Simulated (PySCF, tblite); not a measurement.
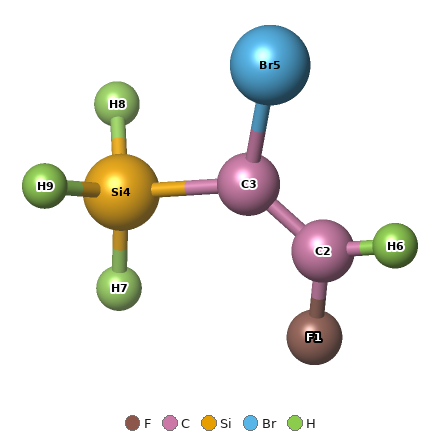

C₂H₄BrFSi, SMILES F/C=C(\[SiH3])Br. Vertical core-electron binding energies by ΔSCF (SCAN, pcX-2 on the ionised atom, pcseg-1 elsewhere, spin-free X2C; PySCF, at a GFN2-xTB geometry (a minimum by its frequencies)), gas phase, against the vacuum level. One atom of each kind was ionised; within a panel, areas follow the number of like atoms, Gaussians of 0.8 eV full width. Only the regions named are shown.

### Predict the C 1s photoelectron lines.

| level | atoms | binding energy (eV) |
| --- | --- | --- |
| C 1s | C2 | 292.9 |
| C 1s | C3 | 291.3 |

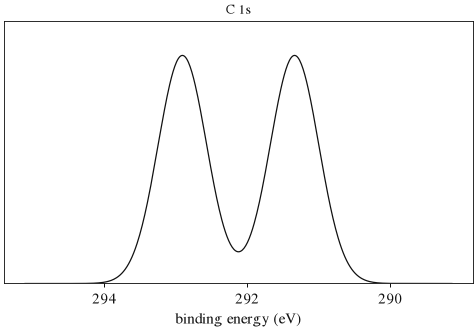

Note: the tight-binding geometry is rougher than a DFT one and adds to the error.
